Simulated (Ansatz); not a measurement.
# SiH₄ (singlet): correlated methods under varied settings at distance Si1–H5 = 4.996 Å

What do other methods and options give for SiH₄ (singlet) at this geometry, and how long do they take?

The runs use Ansatz 0.2.0, Gaussian basis; the settings change from run to run.

22 further runs of the same task are left out: 18 that didn't finish, 4 set aside as unsound or not needed.

## 1. The geometry

The geometry derives from a PBE0/def2-TZVP stationary point (not a proven minimum). One bond is set to the value named and the two fragments are kept rigid.

5 atoms, charge 0, spin multiplicity 1.

Atoms are counted from 1 here; the program's logs count them from 0.

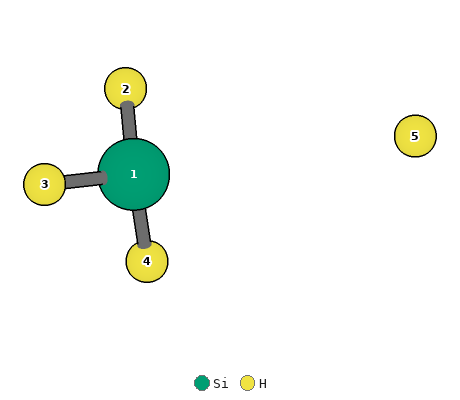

The geometry (silicon teal, hydrogen yellow); atoms are numbered from 1 in the order of the file.

## 2. CISDT/6-31G

in.yaml

```yaml
crystal:
  periodic: [false, false, false]
  atoms:
    - {symbol: Si, position_ang: [-0.063719, 0.063824, 0.063325]}
    - {symbol: H, position_ang: [0.792131, 0.922569, 0.920156]}
    - {symbol: H, position_ang: [-0.923270, -0.790599, 0.920770]}
    - {symbol: H, position_ang: [-0.918448, 0.919359, -0.797824]}
    - {symbol: H, position_ang: [2.825059, -2.829747, -2.807602]}
basis:
  gaussian: {orbitals: 6-31G}
correlation: {active_space: {ras: {orbitals: [4, 0, 12], electrons: 8, max_holes: 3, max_particles: 3}, fixed_orbitals: true}}
```

Command:

```
$ ansatz run in.yaml --threads 1 --pin off --events-out ev --progress --plain --max-ram 2393MiB
```

The program printed:

```text
Functional definition: HF
  name "HF"
  cite "Fock, Z. Phys. 61, 126 (1930) doi:10.1007/BF01340294"
  parent pbe
  exchange = exact_x
  correlation = 0
268 factors; integrals over basis functions are off by at most 1.9e-4 eV
mean field evaluation 1: about -7911.9004 eV, gradient 1.6e1 eV
mean field evaluation 2: about -7911.8999 eV, gradient 1.6e1 eV
mean field evaluation 4: about -7915.2471 eV, gradient 6.1e0 eV
mean field evaluation 8: about -7915.6384 eV, gradient 3.0e-4 eV
mean field evaluation 16: about -7915.1418 eV, gradient 1.4e-6 eV
mean field -7915.63840001 eV, -290.8943457880 hartree, gradient 1.7e-6 eV, S^2 0.000000; 2 other end points of the search recorded, 0 dependent functions left out
reference -7915.63840001 eV, -290.8943457880 hartree; 9, 9 occupied and 12, 12 virtual orbitals, 268 factors
state -7921.38922874 eV, -291.1056848458 hartree
Total energy: -7921.38922874 eV, -291.1056848458 hartree
```

Wall time 0.49 s (1 thread of Arm Neoverse V1, shared host).

From the report: 21,565 determinants.

## 3. CISD/6-31G

in.yaml: that of step 2 with these lines changed.

```diff
@@ -10,2 +10,3 @@
   gaussian: {orbitals: 6-31G}
-correlation: {active_space: {ras: {orbitals: [4, 0, 12], electrons: 8, max_holes: 3, max_particles: 3}, fixed_orbitals: true}}
+correlation: {active_space: {ras: {orbitals: [9, 0, 12], electrons: 18, max_holes: 2, max_particles: 2}, fixed_orbitals: true}}
+output: {forces: true}
```

Launched as before.

The program printed, shortened:

```text
Functional definition: HF
  name "HF"
  cite "Fock, Z. Phys. 61, 126 (1930) doi:10.1007/BF01340294"
  parent pbe
[...]
268 factors; integrals over basis functions are off by at most 1.9e-4 eV
[...]
mean field -7915.63840001 eV, -290.8943457880 hartree, gradient 1.7e-6 eV, S^2 0.000000; 2 other end points of the search recorded, 0 dependent functions left out
reference -7915.63840001 eV, -290.8943457880 hartree; 9, 9 occupied and 12, 12 virtual orbitals, 268 factors
state -7921.22440356 eV, -291.0996276319 hartree
[...]
Total energy: -7921.22440356 eV, -291.0996276319 hartree
Atom 0 at    -0.063719     0.063824     0.063325 Å, force     0.030505    -0.030556    -0.030312 eV/Å
Atom 1 at     0.792131     0.922569     0.920156 Å, force     0.326845     0.156374     0.156505 eV/Å
Atom 2 at    -0.923270    -0.790599     0.920770 Å, force    -0.156744    -0.326585     0.156678 eV/Å
Atom 3 at    -0.918448     0.919359    -0.797824 Å, force    -0.155386     0.155471    -0.327813 eV/Å
Atom 4 at     2.825059    -2.829747    -2.807602 Å, force    -0.045221     0.045296     0.044941 eV/Å
Dipole moment:     0.094599    -0.094756    -0.094014 e Å
```

Run time: 0.7 s. Hardware: 1 thread of Arm Neoverse V1, shared host.

From the report: 8,893 determinants.

## 4. CCSD(T) on RHF/def2-TZVP

in.yaml: that of step 3 with these lines changed.

```diff
@@ -9,4 +9,5 @@
 basis:
-  gaussian: {orbitals: 6-31G}
-correlation: {active_space: {ras: {orbitals: [9, 0, 12], electrons: 18, max_holes: 2, max_particles: 2}, fixed_orbitals: true}}
-output: {forces: true}
+  gaussian: {orbitals: def2-TZVP}
+magnetization: {spin_polarized: false}
+correlation: {method: ccsd_t, electrons: all}
+scf: {lower_state_search: light}
```

Same command.

The program printed, shortened:

```text
Functional definition: HF
  name "HF"
  cite "Fock, Z. Phys. 61, 126 (1930) doi:10.1007/BF01340294"
  parent pbe
[...]
413 factors; integrals over basis functions are off by at most 1.1e-3 eV
[...]
mean field -7917.86731502 eV, -290.9762569036 hartree, gradient 3.1e-6 eV, S^2 0.000000; 3 other end points of the search recorded, 0 dependent functions left out; unrestricted orbitals would lower it
[...]
determinant -7917.86731502 eV, -290.9762569036 hartree, with singles and doubles -7927.39961798 eV, -291.3265625762 hartree
determinant -7917.27343576 eV, -290.9544322437 hartree, with singles and doubles -7927.15815198 eV, -291.3176888644 hartree
determinant -7915.87419988 eV, -290.9030112734 hartree, with no singles and doubles
determinant -7917.86731502 eV, -290.9762569036 hartree, with singles and doubles -7928.24071984 eV, -291.3574724995 hartree
determinant -7917.27343576 eV, -290.9544322437 hartree, with singles and doubles -7928.20651475 eV, -291.3562154855 hartree
[...]
unrestricted determinant -7922.22832730 eV, -291.1365211490 hartree, S^2 1.0039
reference -7917.86731502 eV, -290.9762569036 hartree; 9, 9 occupied and 52, 52 virtual orbitals, 413 factors
second order -8.52867375 eV of doubles, -0.00000000 eV of singles
cycle   1  -7.61147626 eV  change    -1.5e0 eV  update   1.7e-1
[...]
cycle  18  -10.37340313 eV  change    2.4e-6 eV  update   8.1e-7
perturbative correction -1.06632337 eV, -0.0391866611 hartree
WARN: these amplitudes may be one of several solutions (largest doubles amplitude 0.93, level shift 8.13 eV)
Total energy: -7929.30704152 eV, -291.3966590984 hartree
```

Wall time 6 s (1 thread of Arm Neoverse V1, shared host).

From the report: correlation -11.4397 eV; T1 0.074; largest double amplitude 0.93. The report flags that the cluster equations may have other roots.

## 5. CCSDT(Q)/B/6-31G

in.yaml: that of step 4 with these lines changed.

```diff
@@ -9,5 +9,6 @@
 basis:
-  gaussian: {orbitals: def2-TZVP}
+  gaussian: {orbitals: 6-31G}
 magnetization: {spin_polarized: false}
-correlation: {method: ccsd_t, electrons: all}
-scf: {lower_state_search: light}
+hamiltonian: {xc: {name: PBE0}}
+correlation: {method: ccsdt_q_b, electrons: outside_noble_gas}
+output: {forces: true}
```

Launched as before.

The program printed, shortened:

```text
Functional definition: PBE0
  name "PBE0"
  cite "Adamo & Barone, J. Chem. Phys. 110, 6158 (1999) doi:10.1063/1.478522"
  cite "Perdew, Burke & Ernzerhof, Phys. Rev. Lett. 77, 3865 (1996) doi:10.1103/PhysRevLett.77.3865"
  parent pbe
[...]
442 factors; integrals over basis functions are off by at most 4.2e-8 eV
[...]
mean field -7931.43418028 eV, -291.4748300061 hartree, gradient 2.8e-6 eV, S^2 0.000000; 0 other end points of the search recorded, 0 dependent functions left out; unrestricted orbitals would lower it
unrestricted determinant -7920.27390233 eV, -291.0646973562 hartree, S^2 1.0041
5 core orbitals not correlated: weight in the atoms' cores, before any rotation towards them, 1.000 or more for the frozen orbitals, at most 0.000 for the correlated occupied ones
reference -7915.39471804 eV, -290.8853906407 hartree; 4, 4 occupied and 12, 12 virtual orbitals, 442 factors
second order -5.17871618 eV of doubles, -0.25513004 eV of singles
cycle   1  -3.44958374 eV  change    -1.2e0 eV  update   1.6e-1
[...]
cycle  26  -6.73251941 eV  change    6.2e-8 eV  update   1.5e-8
perturbative correction -0.00495158 eV, -0.0001819672 hartree
WARN: these amplitudes may be one of several solutions (largest doubles amplitude 0.96, level shift 10.80 eV)
[...]
Total energy: -7922.13218903 eV, -291.1329881326 hartree
Atom 0 at    -0.063719     0.063824     0.063325 Å, force     0.121487    -0.121688    -0.120731 eV/Å
Atom 1 at     0.792131     0.922569     0.920156 Å, force     0.472089     0.294713     0.294557 eV/Å
Atom 2 at    -0.923270    -0.790599     0.920770 Å, force    -0.295222    -0.471599     0.294831 eV/Å
Atom 3 at    -0.918448     0.919359    -0.797824 Å, force    -0.293067     0.293279    -0.473910 eV/Å
Atom 4 at     2.825059    -2.829747    -2.807602 Å, force    -0.005286     0.005295     0.005253 eV/Å
Dipole moment:     0.026587    -0.026631    -0.026423 e Å
```

Run time: 3.3 s. Hardware: 1 thread of Arm Neoverse V1, shared host.

From the report: correlation -6.7375 eV; T1 0.041; largest double amplitude 0.96. The orbitals are Kohn-Sham ones, so correlation energy and T1 don't compare with those on Hartree-Fock orbitals. The report flags that the cluster equations may have other roots.

## 6. CASSCF(2,7)/6-31G*

in.yaml: that of step 5 with these lines changed.

```diff
@@ -9,6 +9,4 @@
 basis:
-  gaussian: {orbitals: 6-31G}
-magnetization: {spin_polarized: false}
-hamiltonian: {xc: {name: PBE0}}
-correlation: {method: ccsdt_q_b, electrons: outside_noble_gas}
-output: {forces: true}
+  gaussian: {orbitals: "6-31G*", point_charges: [{charge: 1.00, position_ang: [7.407, 0.260, -0.162]}]}
+correlation: {active_space: {window: {electrons: 2, orbitals: 7}, states: [{multiplicity: 1, weights: [1, 1, 1, 1]}, {multiplicity: 3, weights: [1]}]}}
+scf: {lower_state_search: full}
```

Same command.

The program printed:

```text
Functional definition: HF
  name "HF"
  cite "Fock, Z. Phys. 61, 126 (1930) doi:10.1007/BF01340294"
  parent pbe
  exchange = exact_x
  correlation = 0
491 factors; integrals over basis functions are off by at most 3.4e-8 eV
mean field evaluation 1: about -7913.1576 eV, gradient 1.6e1 eV
mean field evaluation 2: about -7913.1604 eV, gradient 1.6e1 eV
mean field evaluation 4: about -7915.4552 eV, gradient 1.0e1 eV
mean field evaluation 8: about -7916.7746 eV, gradient 2.4e-1 eV
mean field evaluation 16: about -7916.2639 eV, gradient 4.5e-6 eV
mean field -7916.77517170 eV, -290.9361213769 hartree, gradient 3.8e-6 eV, S^2 0.000000; 1 other end points of the search recorded, 0 dependent functions left out
reference -7916.77517170 eV, -290.9361213769 hartree; 9, 9 occupied and 18, 18 virtual orbitals, 491 factors
state -7921.19825154 eV, -291.0986665633 hartree
state -7914.81187259 eV, -290.8639714654 hartree
state -7914.73918971 eV, -290.8613004190 hartree
state -7914.31656145 eV, -290.8457691168 hartree
state -7921.19419910 eV, -291.0985176386 hartree
Total energy: -7917.25201488 eV, -290.9536450406 hartree
```

It took 2.1 s on 1 thread of Arm Neoverse V1, shared host.

From the report: 49 determinants; active occupations (of the averaged states) 1.19, 0.40, 0.20, 0.20, 0.01, 0.00, 0.00.

## 7. CCSD(T) on UHF/def2-mTZVP

in.yaml

```yaml
crystal:
  periodic: [false, false, false]
  atoms:
    - {symbol: Si, position_ang: [-0.063719, 0.063824, 0.063325]}
    - {symbol: H, position_ang: [0.792131, 0.922569, 0.920156]}
    - {symbol: H, position_ang: [-0.923270, -0.790599, 0.920770]}
    - {symbol: H, position_ang: [-0.918448, 0.919359, -0.797824]}
    - {symbol: H, position_ang: [2.825059, -2.829747, -2.807602]}
basis:
  gaussian: {orbitals: def2-mTZVP}
magnetization: {spin_polarized: true, initial_magnetization: 0}
correlation: {method: ccsd_t, electrons: outside_noble_gas}
scf: {lower_state_search: light}
```

The command is unchanged.

The program printed, shortened:

```text
Functional definition: HF
  name "HF"
  cite "Fock, Z. Phys. 61, 126 (1930) doi:10.1007/BF01340294"
  parent pbe
[...]
329 factors; integrals over basis functions are off by at most 7.4e-4 eV
[...]
mean field -7921.84218305 eV, -291.1223306098 hartree, gradient 2.0e-6 eV, S^2 1.003044; 6 other end points of the search recorded, 0 dependent functions left out
determinant -7921.84218305 eV, -291.1223306098 hartree, with singles and doubles -7924.30158363 eV, -291.2127119140 hartree
determinant -7917.49793760 eV, -290.9626825341 hartree, with singles and doubles -7923.09844570 eV, -291.1684974104 hartree
5 core orbitals not correlated: weight in the atoms' cores, before any rotation towards them, 1.000 or more for the frozen orbitals, at most 0.000 for the correlated occupied ones
reference -7921.84218305 eV, -291.1223306098 hartree; 4, 4 occupied and 25, 25 virtual orbitals, 329 factors
second order -1.87985983 eV of doubles, -0.00000000 eV of singles
cycle   1  -2.45325163 eV  change   -1.0e-1 eV  update   1.7e-2
[...]
cycle  12  -2.47007747 eV  change   -7.8e-6 eV  update   9.7e-6
perturbative correction -0.05244091 eV, -0.0019271679 hartree
Total energy: -7924.36470144 eV, -291.2150314505 hartree
```

It took 1.1 s on 1 thread of Arm Neoverse V1, shared host.

From the report: ⟨S²⟩ of the determinant 1.003 (pure singlet: 0.00); correlation -2.5225 eV; T1 0.013; largest double amplitude 0.03. The determinant is far from a pure spin state, so its energy mixes those of several spin states (harmless only where they are near-degenerate, as at dissociation).

## 8. CCSD(T)/6-31G

in.yaml: that of step 7 with these lines changed.

```diff
@@ -9,5 +9,7 @@
 basis:
-  gaussian: {orbitals: def2-mTZVP}
-magnetization: {spin_polarized: true, initial_magnetization: 0}
-correlation: {method: ccsd_t, electrons: outside_noble_gas}
+  gaussian: {orbitals: 6-31G, fitting: {mean_field: def2-universal-jkfit}}
+magnetization: {spin_polarized: false}
+hamiltonian: {xc: {name: r2SCAN}}
+correlation: {method: ccsd_t, electrons: valence}
+accuracy: high
 scf: {lower_state_search: light}
```

Launched as before.

The program printed, shortened:

```text
Functional definition: r2SCAN
  name "r2SCAN"
  cite "Furness, Kaplan, Ning, Perdew & Sun, J. Phys. Chem. Lett. 11, 8208 (2020) doi:10.1021/acs.jpclett.0c02405"
  cite "Furness, Kaplan, Ning, Perdew & Sun, J. Phys. Chem. Lett. 11, 9248 (2020) doi:10.1021/acs.jpclett.0c03077"
  parent r2scan
[...]
200 factors; integrals over basis functions are off by at most 2.1e-1 eV
[...]
mean field -7934.53223073 eV, -291.5886812604 hartree, gradient 9.6e-9 eV, S^2 0.000000; 2 other end points of the search recorded, 0 dependent functions left out; unrestricted orbitals would lower it
unrestricted determinant -7920.27400058 eV, -291.0647009669 hartree, S^2 1.0041
5 core orbitals not correlated: weight in the atoms' cores, before any rotation towards them, 1.000 or more for the frozen orbitals, at most 0.000 for the correlated occupied ones
reference -7915.32564146 eV, -290.8828521231 hartree; 4, 4 occupied and 12, 12 virtual orbitals, 200 factors
second order -5.30074633 eV of doubles, -0.30569345 eV of singles
cycle   1  -3.51870200 eV  change    -1.2e0 eV  update   1.6e-1
[...]
cycle  30  -6.59454840 eV  change   8.1e-11 eV  update  3.3e-11
perturbative correction -0.33436857 eV, -0.0122878183 hartree
WARN: these amplitudes may be one of several solutions (largest doubles amplitude 0.93, level shift 10.95 eV)
Total energy: -7922.25455843 eV, -291.1374851251 hartree
```

Run time: 5.5 s. Hardware: 1 thread of Arm Neoverse V1, shared host.

From the report: correlation -6.9289 eV; T1 0.041; largest double amplitude 0.93. The orbitals are Kohn-Sham ones, so correlation energy and T1 don't compare with those on Hartree-Fock orbitals. The report flags that the cluster equations may have other roots.

## 9. MRCISD+Q(4,3)/6-31G

in.yaml

```yaml
crystal:
  periodic: [false, false, false]
  atoms:
    - {symbol: Si, position_ang: [-0.063719, 0.063824, 0.063325]}
    - {symbol: H, position_ang: [0.792131, 0.922569, 0.920156]}
    - {symbol: H, position_ang: [-0.923270, -0.790599, 0.920770]}
    - {symbol: H, position_ang: [-0.918448, 0.919359, -0.797824]}
    - {symbol: H, position_ang: [2.825059, -2.829747, -2.807602]}
basis:
  gaussian: {orbitals: 6-31G}
correlation: {method: fic_mrcisd_q, electrons: outside_noble_gas, active_space: {window: {electrons: 4, orbitals: 3}, states: [{multiplicity: 1, weights: [1, 1]}, {multiplicity: 3, weights: [1]}]}}
```

The command is unchanged.

The program printed, shortened:

```text
Functional definition: HF
  name "HF"
  cite "Fock, Z. Phys. 61, 126 (1930) doi:10.1007/BF01340294"
  parent pbe
[...]
442 factors; integrals over basis functions are off by at most 4.2e-8 eV
[...]
mean field -7915.63842804 eV, -290.8943468182 hartree, gradient 2.6e-6 eV, S^2 0.000000; 2 other end points of the search recorded, 0 dependent functions left out; unrestricted orbitals would lower it
reference -7915.63842804 eV, -290.8943468182 hartree; 9, 9 occupied and 12, 12 virtual orbitals, 442 factors
state -7920.20040690 eV, -291.0619964489 hartree
state -7914.00676545 eV, -290.8343843238 hartree
contracted CI cycle   1: correlation 0.00000000 eV, 0.0000000000 hartree, residual 9.04e0 eV
contracted CI cycle   2: correlation -1.80189373 eV, -0.0662183731 hartree, residual 1.49e0 eV
contracted CI cycle   3: correlation -1.86773741 eV, -0.0686380838 hartree, residual 3.57e-1 eV
[...]
state -7914.00676545 eV, -290.8343843238 hartree; corrected -7916.66423624 eV, -290.9320445739 hartree
state -7920.19708367 eV, -291.0618743226 hartree
contracted CI cycle   1: correlation 0.00000000 eV, 0.0000000000 hartree, residual 9.04e0 eV
contracted CI cycle   2: correlation -1.80178804 eV, -0.0662144893 hartree, residual 1.49e0 eV
contracted CI cycle   3: correlation -1.86744388 eV, -0.0686272968 hartree, residual 3.55e-1 eV
contracted CI cycle   4: correlation -1.87087208 eV, -0.0687532809 hartree, residual 8.23e-2 eV
contracted CI cycle   5: correlation -1.87105592 eV, -0.0687600369 hartree, residual 2.22e-2 eV
contracted CI cycle   6: correlation -1.87106688 eV, -0.0687604396 hartree, residual 5.38e-3 eV
contracted CI cycle   7: correlation -1.87106763 eV, -0.0687604673 hartree, residual 1.45e-3 eV
contracted CI cycle   8: correlation -1.87106768 eV, -0.0687604692 hartree, residual 3.61e-4 eV
state -7920.19708367 eV, -291.0618743226 hartree; corrected -7922.16768501 eV, -291.1342925859 hartree
[...]
Total energy: -7920.33445469 eV, -291.0669226143 hartree
```

Wall time 0.76 s (1 thread of Arm Neoverse V1, shared host).

From the report: 9 determinants; active occupations (of the averaged states) 1.67, 1.33, 1.00.

## 10. CISD/6-31G

in.yaml: that of step 9 with these lines changed.

```diff
@@ -10,2 +10,2 @@
   gaussian: {orbitals: 6-31G}
-correlation: {method: fic_mrcisd_q, electrons: outside_noble_gas, active_space: {window: {electrons: 4, orbitals: 3}, states: [{multiplicity: 1, weights: [1, 1]}, {multiplicity: 3, weights: [1]}]}}
+correlation: {active_space: {ras: {orbitals: [9, 0, 12], electrons: 18, max_holes: 2, max_particles: 2}, fixed_orbitals: true}}
```

The command is unchanged.

The program printed:

```text
Functional definition: HF
  name "HF"
  cite "Fock, Z. Phys. 61, 126 (1930) doi:10.1007/BF01340294"
  parent pbe
  exchange = exact_x
  correlation = 0
268 factors; integrals over basis functions are off by at most 1.9e-4 eV
mean field evaluation 1: about -7911.9004 eV, gradient 1.6e1 eV
mean field evaluation 2: about -7911.8999 eV, gradient 1.6e1 eV
mean field evaluation 4: about -7915.2471 eV, gradient 6.1e0 eV
mean field evaluation 8: about -7915.6384 eV, gradient 3.0e-4 eV
mean field evaluation 16: about -7915.1418 eV, gradient 1.4e-6 eV
mean field -7915.63840001 eV, -290.8943457880 hartree, gradient 1.7e-6 eV, S^2 0.000000; 2 other end points of the search recorded, 0 dependent functions left out
reference -7915.63840001 eV, -290.8943457880 hartree; 9, 9 occupied and 12, 12 virtual orbitals, 268 factors
state -7921.22440355 eV, -291.0996276317 hartree
Total energy: -7921.22440355 eV, -291.0996276317 hartree
```

Wall time 0.54 s (1 thread of Arm Neoverse V1, shared host).

From the report: 8,893 determinants.

## 11. All runs side by side

Where basis and cores are those of an earlier FCI/6-31G run (-7922.1601 eV), and the state is the same kind, the miss against it is given. † marks a result that the program doubts.

| level | correlated | functions | energy (eV) | from FCI (meV) | time |
| --- | --- | --- | --- | --- | --- |
| CISDT/6-31G | outside noble gas | 21 | -7921.3892 | 770.9 | 0.49 s |
| CISD/6-31G | all | 21 | -7921.2244 |  | 0.7 s |
| CCSD(T) on RHF/def2-TZVP † | all | 61 | -7929.3070 |  | 6 s |
| CCSDT(Q)/B/6-31G (on PBE0 orbitals) † | outside noble gas | 21 | -7922.1322 | 27.9 | 3.3 s |
| CASSCF(2,7)/6-31G* (mean of several states, beside a point charge) |  | 27 | -7917.2520 |  | 2.1 s |
| CCSD(T) on UHF/def2-mTZVP | outside noble gas | 34 | -7924.3647 |  | 1.1 s |
| CCSD(T)/6-31G (on r2SCAN orbitals) † | valence | 21 | -7922.2546 | -94.4 | 5.5 s |
| MRCISD+Q(4,3)/6-31G (mean of several states) | outside noble gas | 21 | -7920.3345 |  | 0.76 s |
| CISD/6-31G | all | 21 | -7921.2244 |  | 0.54 s |

## 12. Outcome

```
quantity                            value
    runs                                9
quickest              CISDT/6-31G, 0.49 s
 slowest  CCSD(T) on RHF/def2-TZVP †, 6 s
```

What this shows: Total energies in different bases, with other cores or another treatment of relativity can't be set against each other. CCSD(T) on RHF/def2-TZVP † took 12 times as long as CISDT/6-31G; the jobs differ in more than the method. Among the correlated runs with a miss given, it spans -94 to +771 meV. Cores frozen from Kohn-Sham orbitals shift the total energy.
